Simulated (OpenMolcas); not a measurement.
**How basis sets differ on CH3BN2 (SMILES [H]/N=C1/BN1)**

CH3BN2 has 7 atoms, charge 0, and is taken as a singlet. SMILES: `[H]/N=C1/BN1`. Geometry: relaxed at GFN2-xTB.

Each level gives the dipole moment (D). The values are calculated.

```
      level          kind     program  value (D)
  HF/STO-3G  Hartree–Fock  OpenMolcas       3.26
   HF/3-21G  Hartree–Fock  OpenMolcas       3.67
HF/def2-SVP  Hartree–Fock  OpenMolcas       3.70
 HF/pcseg-1  Hartree–Fock  OpenMolcas       3.73
```

The values span 3.26 to 3.73 D. Sets without polarisation functions give poor dipoles.

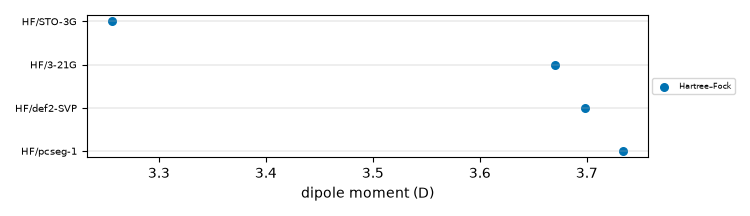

The values of the table, level by level.
